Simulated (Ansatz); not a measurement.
# Sn wire along [100], 37 atoms a period, H-terminated: bands by functional and under strain, part 2 of 3

Aim: is the Sn wire along [100], 37 atoms a period, H-terminated a metal or a semiconductor?

Ansatz 0.2.0; DFT PBE, plane waves, PAW; relaxation of a wire's period; PAW set soft_1 (the session's first sound run).

So far. Step 2 (Relaxation of atoms and period): The cell's length comes to 6.662 Å with spin left out.

## Step 3: The wire at its relaxed period

This step: DFT PBE, plane waves, PAW; bands of a perfect wire; PAW set soft_1 (Ansatz 0.2.0).

At the relaxed period the bands are computed along the axis; those that cross an energy going forward count the channels that a perfect wire would open there.

The input, input.yaml:

```yaml
crystal:
  lattice:
    - [22.121, 0.0, 0.0]
    - [0.0, 22.121, 0.0]
    - [0.0, 0.0, 6.6620129145]
  atoms:
    - { symbol: Sn, position: [0.203163143, 0.5, 0.0] }
    - { symbol: Sn, position: [0.350911944, 0.350911944, 0.001059084] }
    - { symbol: Sn, position: [0.350911944, 0.649088056, 0.998940916] }
    - { symbol: Sn, position: [0.5, 0.203163143, 0.0] }
    - { symbol: Sn, position: [0.5, 0.5, 0.0] }
    - { symbol: Sn, position: [0.5, 0.796836857, 0.0] }
    - { symbol: Sn, position: [0.649088056, 0.350911944, 0.998940916] }
    - { symbol: Sn, position: [0.649088056, 0.649088056, 0.001059084] }
    - { symbol: Sn, position: [0.796836857, 0.5, 0.0] }
    - { symbol: H, position: [0.231180849, 0.231180849, 0.103375435] }
    - { symbol: H, position: [0.768819151, 0.768819151, 0.103375435] }
    - { symbol: H, position: [0.156258688, 0.45548537, 0.147119052] }
    - { symbol: H, position: [0.45548537, 0.156258688, 0.147119052] }
    - { symbol: H, position: [0.54451463, 0.843741312, 0.147119052] }
    - { symbol: H, position: [0.843741312, 0.54451463, 0.147119052] }
    - { symbol: Sn, position: [0.276801459, 0.276801459, 0.252990106] }
    - { symbol: Sn, position: [0.27577145, 0.575166382, 0.249340604] }
    - { symbol: Sn, position: [0.425319513, 0.425319513, 0.251146481] }
    - { symbol: Sn, position: [0.424833618, 0.72422855, 0.249340604] }
    - { symbol: Sn, position: [0.575166382, 0.27577145, 0.249340604] }
    - { symbol: Sn, position: [0.574680487, 0.574680487, 0.251146481] }
    - { symbol: Sn, position: [0.72422855, 0.424833618, 0.249340604] }
    - { symbol: Sn, position: [0.723198541, 0.723198541, 0.252990106] }
    - { symbol: H, position: [0.145738471, 0.382892102, 0.398927617] }
    - { symbol: H, position: [0.168773279, 0.705935866, 0.315161687] }
    - { symbol: H, position: [0.294064134, 0.831226721, 0.315161687] }
    - { symbol: H, position: [0.382892102, 0.145738471, 0.398927617] }
    - { symbol: H, position: [0.617107898, 0.854261529, 0.398927617] }
    - { symbol: H, position: [0.705935866, 0.168773279, 0.315161687] }
    - { symbol: H, position: [0.831226721, 0.294064134, 0.315161687] }
    - { symbol: H, position: [0.854261529, 0.617107898, 0.398927617] }
    - { symbol: Sn, position: [0.203150433, 0.34424309, 0.520209824] }
    - { symbol: Sn, position: [0.203150433, 0.65575691, 0.479790176] }
    - { symbol: Sn, position: [0.34424309, 0.203150433, 0.520209824] }
    - { symbol: Sn, position: [0.349893752, 0.5, 0.5] }
    - { symbol: Sn, position: [0.34424309, 0.796849567, 0.479790176] }
    - { symbol: Sn, position: [0.5, 0.349893752, 0.5] }
    - { symbol: Sn, position: [0.5, 0.650106248, 0.5] }
    - { symbol: Sn, position: [0.65575691, 0.203150433, 0.479790176] }
    - { symbol: Sn, position: [0.650106248, 0.5, 0.5] }
    - { symbol: Sn, position: [0.65575691, 0.796849567, 0.520209824] }
    - { symbol: Sn, position: [0.796849567, 0.34424309, 0.479790176] }
    - { symbol: Sn, position: [0.796849567, 0.65575691, 0.520209824] }
    - { symbol: H, position: [0.168773279, 0.294064134, 0.684838313] }
    - { symbol: H, position: [0.145738471, 0.617107898, 0.601072383] }
    - { symbol: H, position: [0.294064134, 0.168773279, 0.684838313] }
    - { symbol: H, position: [0.382892102, 0.854261529, 0.601072383] }
    - { symbol: H, position: [0.617107898, 0.145738471, 0.601072383] }
    - { symbol: H, position: [0.705935866, 0.831226721, 0.684838313] }
    - { symbol: H, position: [0.854261529, 0.382892102, 0.601072383] }
    - { symbol: H, position: [0.831226721, 0.705935866, 0.684838313] }
    - { symbol: Sn, position: [0.27577145, 0.424833618, 0.750659396] }
    - { symbol: Sn, position: [0.276801459, 0.723198541, 0.747009894] }
    - { symbol: Sn, position: [0.424833618, 0.27577145, 0.750659396] }
    - { symbol: Sn, position: [0.425319513, 0.574680487, 0.748853519] }
    - { symbol: Sn, position: [0.574680487, 0.425319513, 0.748853519] }
    - { symbol: Sn, position: [0.575166382, 0.72422855, 0.750659396] }
    - { symbol: Sn, position: [0.723198541, 0.276801459, 0.747009894] }
    - { symbol: Sn, position: [0.72422855, 0.575166382, 0.750659396] }
    - { symbol: H, position: [0.156258688, 0.54451463, 0.852880948] }
    - { symbol: H, position: [0.45548537, 0.843741312, 0.852880948] }
    - { symbol: H, position: [0.54451463, 0.156258688, 0.852880948] }
    - { symbol: H, position: [0.843741312, 0.45548537, 0.852880948] }
    - { symbol: H, position: [0.231180849, 0.768819151, 0.896624565] }
    - { symbol: H, position: [0.768819151, 0.231180849, 0.896624565] }
kpoints:
  mp_grid: { grid: [1, 1, 13] }
  band_path: { path: ["Γ", Z], npoints: 90 }
scf:
  occupations: { method: fermi_dirac, width: 0.05 }
hamiltonian:
  xc: pbe
  pseudopotentials: { kind: paw, azcp: { folder: soft_1 } }
output:
  dos: { e_range: [-5, 4] }
  write_potential: true
  write_density: true
  volumetric_format: npy
```

On the command line:

```console
> ansatz run input.yaml --threads 16 --pin off --max-ram 61440MiB --backend cuda --events-out ev --progress --plain --runs-dir out --max-vram 78GiB
```

Numbers of over 12 decimals in the logs are rounded to 6 here.

The log of the run:

```text
[...]
Crystal: 65 atoms, lattice volume = 3259.980 Å³
Basis set: ecut = 420 eV, 63687 PW (Γ)
Bands: 338, of which v1, the nominal top of the filled ones, is band 273 counted from 1 (272 counted from 0)
Symmetry: 8 space group operations
[...]
k-points: 7 of 13
[...]
SCF iter   1: F=—  HF=-223339.157410 eV  |F-HF|=—  |Δ(HF+E_count)|=         —  Δρ=2.94e-2  dr2=3.00e1  ethr=3.10e-3  ⟨swp⟩=6.3  Hψ=10343  notcnv=0  defer=143
[...]
SCF iter   6: F=—  HF=-223331.145433 eV  |F-HF|=—  |Δ(HF+E_count)|=   1.47e-2  Δρ=2.52e-4  dr2=2.64e-3  ethr=4.09e-6  ⟨swp⟩=2.0  Hψ=2627  notcnv=0  defer=355
[...]
SCF iter   9: F=—  HF=-223331.148388 eV  |F-HF|=—  |Δ(HF+E_count)|=   1.92e-3  Δρ=8.33e-6  dr2=4.92e-6  ethr=4.69e-9  ⟨swp⟩=2.9  Hψ=4015  notcnv=0  defer=355
[...]
SCF iter  11: F=-223331.148394 eV  HF=-223331.148394 eV  |F-HF|=3.09e-8  |Δ(HF+E_count)|=   7.38e-7  Δρ=7.85e-7  dr2=4.07e-8  ethr=1.83e-11  ⟨swp⟩=16.0  Hψ=11942  notcnv=0
SCF 1 converged in 11 iterations: F = -223331.148394 eV  dr2 = 4.07e-8
[...]
NSCF: frozen V_eff on 91 k-points
[...]
SCF converged after 11 iterations
[...]
```

It took 37 s on 1 × NVIDIA GB200 with 16 threads of Arm Neoverse V2, shared host; peak memory 4.1 GiB; 4.4 min of CPU time.

This step gave:

```
band gap on the path through both edges : 1.066 eV
```

Electronic bands along the path, in eV, zero at the Fermi level; v1 is the highest filled band, c1 the lowest empty one:

```csv
point,v4,v3,v2,v1,c1,c2,c3,c4
Γ,-0.77,-0.75,-0.75,-0.54,0.52,1.35,1.35,1.43
Z,-1.17,-1.17,-1.10,-1.10,0.79,0.85,0.85,0.92
```

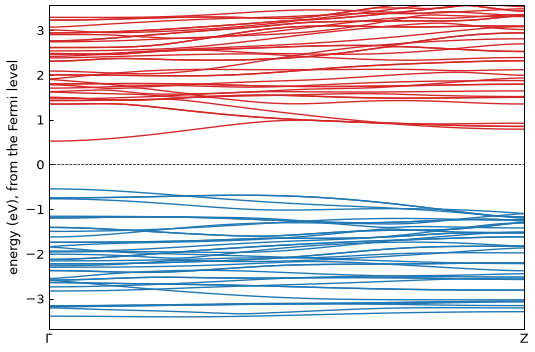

Electronic bands along the path; lines of filled and empty bands in two colours.

The gap is 1.07 eV, with spin left out.

On this path the gap is direct, 1.07 eV, with the valence top at Γ and the conduction bottom at Γ.

## Step 4: Levels at the same atoms, cutoff 500 eV, k-mesh 1×1×10

This step: DFT r2SCAN, plane waves, PAW; bands of a perfect wire at the PBE geometry; PAW set soft_1 (Ansatz 0.2.0).

The atoms stay at the PBE geometry and the functional changes. r2SCAN also reads the kinetic-energy density; it often gives larger moments and wider gaps than PBE, at a higher cost. Against the first PBE run of this kind, the cutoff is 500 eV against 420 and the mesh along the wire has 10 points against 13.

input.yaml: that of step 3 with these lines changed.

```diff
@@ -72,3 +72,3 @@
 kpoints:
-  mp_grid: { grid: [1, 1, 13] }
+  mp_grid: { grid: [1, 1, 10] }
   band_path: { path: ["Γ", Z], npoints: 90 }
@@ -77,8 +77,3 @@
 hamiltonian:
-  xc: pbe
+  xc: r2scan
   pseudopotentials: { kind: paw, azcp: { folder: soft_1 } }
-output:
-  dos: { e_range: [-5, 4] }
-  write_potential: true
-  write_density: true
-  volumetric_format: npy
```

The log of the run:

```text
[...]
Crystal: 65 atoms, lattice volume = 3259.980 Å³
Basis set: ecut = 500 eV, 82721 PW (Γ), exchange–correlation on 648×648×200 points (64 copies of the dense FFT grid, shifted against one another)
Bands: 338, of which v1, the nominal top of the filled ones, is band 273 counted from 1 (272 counted from 0)
Symmetry: 8 space group operations
[...]
k-points: 6 of 10
[...]
SCF iter   1: F=—  HF=-223870.345283 eV  |F-HF|=—  |Δ(HF+E_count)|=         —  Δρ=2.82e-2  dr2=2.70e1  dr2_τ=2.14e-1  ethr=3.10e-3  ⟨swp⟩=6.0  Hψ=7770  notcnv=0  defer=158
[...]
SCF iter   6: F=—  HF=-223866.023935 eV  |F-HF|=—  |Δ(HF+E_count)|=   2.70e-2  Δρ=2.27e-4  dr2=1.90e-3  dr2_τ=4.18e-5  ethr=2.93e-6  ⟨swp⟩=2.0  Hψ=2264  notcnv=0  defer=313
[...]
SCF iter   9: F=—  HF=-223866.030494 eV  |F-HF|=—  |Δ(HF+E_count)|=   2.62e-3  Δρ=6.72e-6  dr2=4.99e-6  dr2_τ=6.52e-8  ethr=3.48e-9  ⟨swp⟩=3.0  Hψ=3952  notcnv=0  defer=313
[...]
SCF iter  11: F=-223866.030498 eV  HF=-223866.030498 eV  |F-HF|=5.03e-8  |Δ(HF+E_count)|=   8.07e-7  Δρ=7.01e-7  dr2=3.56e-8  dr2_τ=5.97e-10  ethr=1.83e-11  ⟨swp⟩=16.2  Hψ=10208  notcnv=0
SCF 1 converged in 11 iterations: F = -223866.030498 eV  dr2 = 3.56e-8
[...]
the band table was solved once the SCF had ended and its energy, with any forces and stress, was formed, with the checks that follow a solve (7854 applications of the Hamiltonian). They found nothing against the state; the energy, forces and stress were not computed again (output.eigenvalues in the input reference)
[...]
SCF converged after 11 iterations
[...]
```

Wall time 44 s (1 × NVIDIA GB200 with 16 threads); peak memory 5.6 GiB; 2.6 min of CPU time.

Numbers from this step:

* band gap on the path through both edges: 1.370 eV

The electronic bands at the labelled points (eV, zero at the Fermi level; v1 is the highest filled band, c1 the lowest empty one):

```csv
point,v4,v3,v2,v1,c1,c2,c3,c4
Γ,-0.94,-0.89,-0.89,-0.69,0.68,1.41,1.41,1.48
Z,-1.35,-1.35,-1.28,-1.28,0.89,0.96,0.96,1.03
```

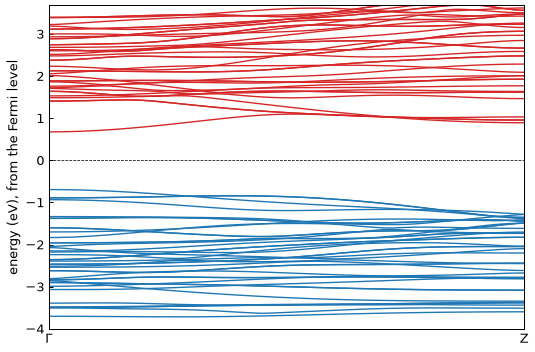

Electronic bands along the path; lines of filled and empty bands in two colours.

The gap is 1.37 eV, against 1.07 eV under PBE at the relaxed period.

## Step 5: At a strained period, period over the relaxed period 1.03

This step: DFT PBE, plane waves, PAW; relaxation at a fixed period; PAW set soft_1 (Ansatz 0.2.0).

The period is set to 1.03 times the relaxed one and the atoms relax within it: strain changes bond lengths and angles, which shifts the bands against each other. Against the first PBE run of this kind, the mesh along the wire has 9 points against 13.

The cell differs from the one that the last finished run ended in (c 6.662 → 6.862 Å).

input.yaml: that of step 4 with these lines changed.

```diff
@@ -4,3 +4,3 @@
     - [0.0, 22.121, 0.0]
-    - [0.0, 0.0, 6.6620129145]
+    - [0.0, 0.0, 6.8618733019]
   atoms:
@@ -72,3 +72,3 @@
 kpoints:
-  mp_grid: { grid: [1, 1, 10] }
+  mp_grid: { grid: [1, 1, 9] }
   band_path: { path: ["Γ", Z], npoints: 90 }
@@ -77,3 +77,8 @@
 hamiltonian:
-  xc: r2scan
+  xc: pbe
   pseudopotentials: { kind: paw, azcp: { folder: soft_1 } }
+relax:
+  max_steps: 40
+  f_tol: 0.02
+output:
+  stress: true
```

The log of the run:

```text
Warning: output.stress: scf.convergence.dr2_threshold = 1e-7 eV (the SCF's general default) is looser than the 6.5e-9 eV advised for a printed stress (1e-10 eV for each atom of the cell: 65). What an SCF threshold leaves in a stress goes as its square root, and in the free energy as the threshold itself, and one threshold admits the most on a small cell: [figures from the program's tests cut] Every solve of this run answers to scf.convergence.dr2_threshold,  [...]
[...]
Crystal: 65 atoms, lattice volume = 3357.780 Å³
Basis set: ecut = 420 eV, 65759 PW (Γ), exchange–correlation on 300×300×96 points (8 copies of the dense FFT grid, shifted against one another)
Bands: 338, of which v1, the nominal top of the filled ones, is band 273 counted from 1 (272 counted from 0)
Symmetry: 8 space group operations
[...]
k-points: 5 of 9
[...]
SCF iter   1: F=—  HF=-223338.806614 eV  |F-HF|=—  |Δ(HF+E_count)|=         —  Δρ=2.86e-2  dr2=2.99e1  ethr=3.10e-3  ⟨swp⟩=6.2  Hψ=6685  notcnv=0  defer=98
[...]
SCF iter   2: F=—  HF=-223332.334985 eV  |F-HF|=—  |Δ(HF+E_count)|=    6.47e0  Δρ=1.15e-2  dr2=7.79e0  ethr=3.10e-3  ⟨swp⟩=3.0  Hψ=2277  notcnv=0  defer=273
[...]
SCF iter   9: F=-223330.896385 eV  HF=-223330.896384 eV  |F-HF|=1.11e-6  |Δ(HF+E_count)|=   3.20e-5  Δρ=8.76e-6  dr2=6.36e-6  ethr=1.83e-9  ⟨swp⟩=5.0  Hψ=5276  notcnv=0
SCF 1 converged in 9 iterations: F = -223330.896385 eV  dr2 = 6.36e-6
[...]
relax step   1: F+E_penalty+E_count = -223330.89638546 eV  Δ(F+E_penalty+E_count) = +0.000e0 eV  max|allowed force component| = 1.865e-1 eV/Å  Δτ_max = 0.0000 Å  (9 SCF iters, dr2 threshold 1.00e-5 eV, accepted)
[...]
iter 1 solved again at ethr=1.13e-4 eV; its pass at ethr=3.10e-3 eV (dr2=6.14e-1 eV) is discarded
[...]
SCF 2 converged in 8 iterations: F = -223330.869826 eV  dr2 = 3.56e-7
[...]
relax step   2: F+E_penalty+E_count = -223330.86982591 eV  Δ(F+E_penalty+E_count) = +2.656e-2 eV  max|allowed force component| = 6.541e-1 eV/Å  Δτ_max = 0.1906 Å  (8 SCF iters, dr2 threshold 2.17e-6 eV, rejected (line search))
[...]
SCF 3 converged in 9 iterations: F = -223331.032916 eV  dr2 = 2.08e-8
[...]
relax step   3: F+E_penalty+E_count = -223331.03291603 eV  Δ(F+E_penalty+E_count) = -1.365e-1 eV  max|allowed force component| = 6.701e-2 eV/Å  Δτ_max = 0.0926 Å  (9 SCF iters, accepted)
[...]
relax step   4: F+E_penalty+E_count = -223331.03920691 eV  Δ(F+E_penalty+E_count) = -6.291e-3 eV  max|allowed force component| = 2.376e-2 eV/Å  Δτ_max = 0.0755 Å  (8 SCF iters, accepted)
[...]
SCF 5 converged in 8 iterations: F = -223331.047091 eV  dr2 = 2.60e-8
[...]
relax step   5: F+E_penalty+E_count = -223331.04709120 eV  Δ(F+E_penalty+E_count) = -7.884e-3 eV  max|allowed force component| = 9.778e-3 eV/Å  Δτ_max = 0.0350 Å  (8 SCF iters, accepted)
[...]
SCF converged after 8 iterations
[...]
- { symbol: Sn, position: [0.647493, 0.647493, 0.000775507] }
    - { symbol: Sn, position: [0.793811, 0.500000, 3.679721155995078e-19] }
    - { symbol: H, position: [0.232542, 0.232542, 0.118594] }
    - { symbol: H, position: [0.767458, 0.767458, 0.118594] }
    - { symbol: H, position: [0.159238, 0.453769, 0.137036] }
    - { symbol: H, position: [0.453769, 0.159238, 0.137036] }
    - { symbol: H, position: [0.546231, 0.840762, 0.137036] }
    - { symbol: H, position: [0.840762, 0.546231, 0.137036] }
    - { symbol: Sn, position: [0.279560, 0.279560, 0.254707] }
    - { symbol: Sn, position: [0.278124, 0.574141, 0.249021] }
    - { symbol: Sn, position: [0.426060, 0.426060, 0.251004] }
    - { symbol: Sn, position: [0.425859, 0.721876, 0.249021] }
    - { symbol: Sn, position: [0.574141, 0.278124, 0.249021] }
    - { symbol: Sn, position: [0.573940, 0.573940, 0.251004] }
    - { symbol: Sn, position: [0.721876, 0.425859, 0.249021] }
    - { symbol: Sn, position: [0.720440, 0.720440, 0.254707] }
    - { symbol: H, position: [0.149180, 0.385804, 0.406285] }
    - { symbol: H, position: [0.171909, 0.705898, 0.326123] }
    - { symbol: H, position: [0.294102, 0.828091, 0.326123] }
    - { symbol: H, position: [0.385804, 0.149180, 0.406285] }
    - { symbol: H, position: [0.614196, 0.850820, 0.406285] }
    - { symbol: H, position: [0.705898, 0.171909, 0.326123] }
    - { symbol: H, position: [0.828091, 0.294102, 0.326123] }
    - { symbol: H, position: [0.850820, 0.614196, 0.406285] }
    - { symbol: Sn, position: [0.206530, 0.346010, 0.520398] }
    - { symbol: Sn, position: [0.206530, 0.653990, 0.479602] }
    - { symbol: Sn, position: [0.346010, 0.206530, 0.520398] }
    - { symbol: Sn, position: [0.351633, 0.500000, 0.5] }
    - { symbol: Sn, position: [0.346010, 0.793470, 0.479602] }
    - { symbol: Sn, position: [0.500000, 0.351633, 0.5] }
    - { symbol: Sn, position: [0.500000, 0.648367, 0.5] }
    - { symbol: Sn, position: [0.653990, 0.206530, 0.479602] }
    - { symbol: Sn, position: [0.648367, 0.500000, 0.5] }
    - { symbol: Sn, position: [0.653990, 0.793470, 0.520398] }
    - { symbol: Sn, position: [0.793470, 0.346010, 0.479602] }
    - { symbol: Sn, position: [0.793470, 0.653990, 0.520398] }
    - { symbol: H, position: [0.171909, 0.294102, 0.673877] }
    - { symbol: H, position: [0.149180, 0.614196, 0.593715] }
    - { symbol: H, position: [0.294102, 0.171909, 0.673877] }
    - { symbol: H, position: [0.385804, 0.850820, 0.593715] }
    - { symbol: H, position: [0.614196, 0.149180, 0.593715] }
    - { symbol: H, position: [0.705898, 0.828091, 0.673877] }
    - { symbol: H, position: [0.850820, 0.385804, 0.593715] }
    - { symbol: H, position: [0.828091, 0.705898, 0.673877] }
    - { symbol: Sn, position: [0.278124, 0.425859, 0.750979] }
    - { symbol: Sn, position: [0.279560, 0.720440, 0.745293] }
    - { symbol: Sn, position: [0.425859, 0.278124, 0.750979] }
    - { symbol: Sn, position: [0.426060, 0.573940, 0.748996] }
    - { symbol: Sn, position: [0.573940, 0.426060, 0.748996] }
    - { symbol: Sn, position: [0.574141, 0.721876, 0.750979] }
    - { symbol: Sn, position: [0.720440, 0.279560, 0.745293] }
    - { symbol: Sn, position: [0.721876, 0.574141, 0.750979] }
    - { symbol: H, position: [0.159238, 0.546231, 0.862964] }
    - { symbol: H, position: [0.453769, 0.840762, 0.862964] }
    - { symbol: H, position: [0.546231, 0.159238, 0.862964] }
    - { symbol: H, position: [0.840762, 0.453769, 0.862964] }
    - { symbol: H, position: [0.232542, 0.767458, 0.881406] }
    - { symbol: H, position: [0.767458, 0.232542, 0.881406] }
```

It took 35 s on 1 × NVIDIA GB200 with 16 threads; peak memory 2.3 GiB.

Relaxation path:

```csv
step,energy less that of the first step (eV),largest force component (eV/Å)
1,0.0000,0.1865
2,0.0266,0.6541
3,-0.1365,0.0670
4,-0.1428,0.0238
5,-0.1507,0.0098
```

Relaxation step 2 was tried and not accepted.

Forces are held to the 8 operations that the run works with; a distortion that breaks them can't arise in this run.

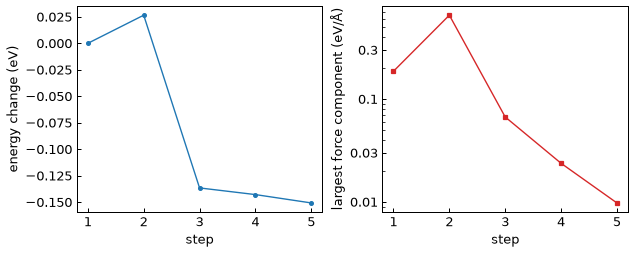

Energy and largest force along the relaxation.

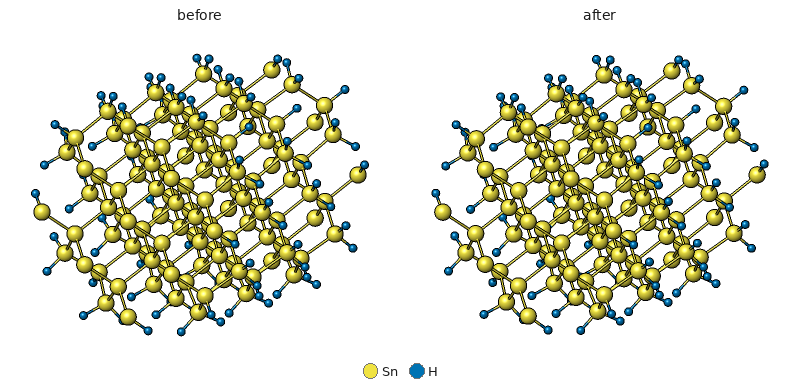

The structure before and after the relaxation, drawn at the same scale.

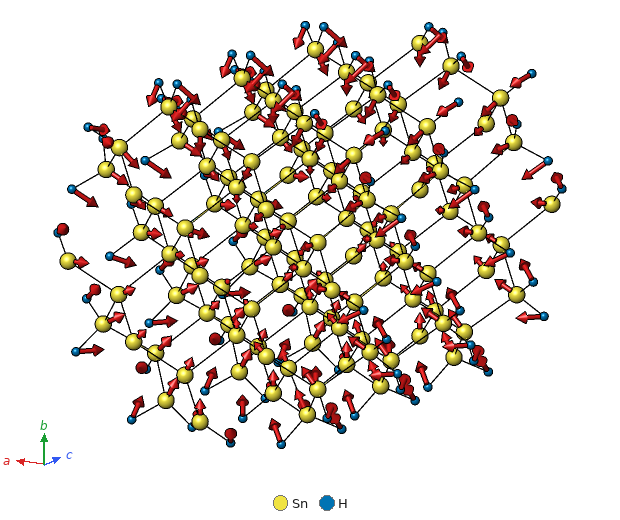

Displacements in the relaxation, exaggerated; the longest in the cell stands for 0.11 Å. 1×1×3 cells are drawn. Some periodic images of atoms are drawn too.

The atoms that moved most (Å):

```csv
atom,dx,dy,dz,length
H11,-0.030,-0.030,0.104,0.113
H64,0.030,-0.030,-0.104,0.113
H65,-0.030,0.030,-0.104,0.113
H10,0.030,0.030,0.104,0.113
H31,-0.076,-0.064,0.050,0.112
H28,-0.064,-0.076,0.050,0.112
H50,-0.076,0.064,-0.050,0.112
H47,0.064,-0.076,-0.050,0.112
```

Numbers from this step:

```yaml
band_gap_on_the_path_through_both_edges: 1.104 eV
```

Electronic bands along the path, in eV, zero at the Fermi level; v1 is the highest filled band, c1 the lowest empty one:

```csv
point,v4,v3,v2,v1,c1,c2,c3,c4
Γ,-0.69,-0.66,-0.66,-0.59,0.51,1.34,1.34,1.41
Z,-1.14,-1.14,-1.05,-1.03,0.78,0.85,0.85,0.91
```

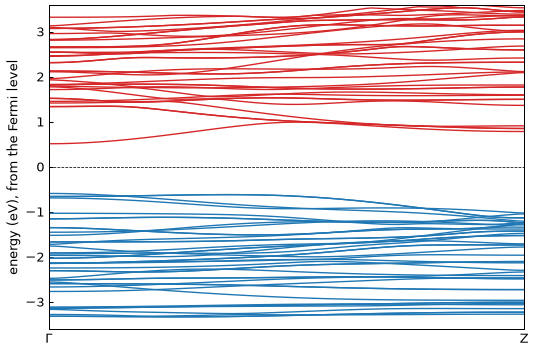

Electronic bands along the path; lines of filled and empty bands in two colours.

The gap is 1.10 eV, against 1.07 eV under PBE at the relaxed period.

[end of part 2 of 3]

[Logs are printed without paths, hosts, clocks, repeated set-up lines and the standing remarks that a program may print on its own settings, such as how far it seeks lower states.]

[Hosts, paths, dates, database ids (printed as entryN), source tags and the programs' standing remarks are cut or masked in the printed files.]
